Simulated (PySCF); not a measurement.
ClF₃Ti.

PySCF calculation, ωB97X/def2-TZVP, gas phase; geometry: GFN2-xTB. This is a single-reference result, which may miss multireference character in this system. No frequency check shows the geometry to be a minimum. GFN2-xTB bond lengths at metals and heavier atoms can be off by up to 0.1 Å and shapes distorted, which carries into these values.

Geometry (Å), atoms numbered from 1:

```
Ti1      0.3610   -0.0002   -0.0001
Cl2     -1.7480   -0.0000    0.0019
F3       0.8093    0.9426    1.3329
F4       0.8031    0.6843   -1.4843
F5       0.8069   -1.6264    0.1480
```

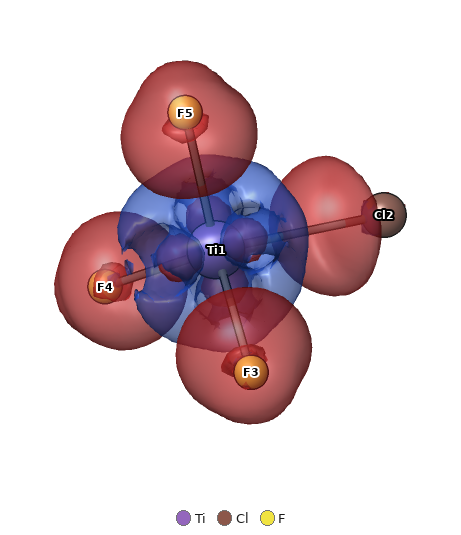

Deformation density (molecule less spherical, spin-averaged free atoms at the same positions), surfaces at ±0.07 e/Å³; red: gain, blue: loss.

How much density has each bond gained at its critical point, relative to the free atoms?

Ti1–Cl2: +0.17 e/Å³ at the bond critical point (bond length 2.11 Å, Mayer order 1.1). Ti1–F5, Ti1–F3 and Ti1–F4: +0.14 e/Å³ at the bond critical point (bond length 1.69 Å, Mayer order 1.0). In all, 1.3 electrons gather in the regions of gain relative to the promolecule. A small or negative value marks a very polar bond, one between electron-rich atoms, whose free-atom densities already overlap strongly, a long bond to a heavier atom, or a closed-shell contact such as a hydrogen bond.

Run time: 21 s on 1 thread of Intel(R) Xeon(R) Platinum 8259CL CPU @ 2.50GHz (Skylake/Cascade Lake) (shared host), peak memory 0.67 GiB.
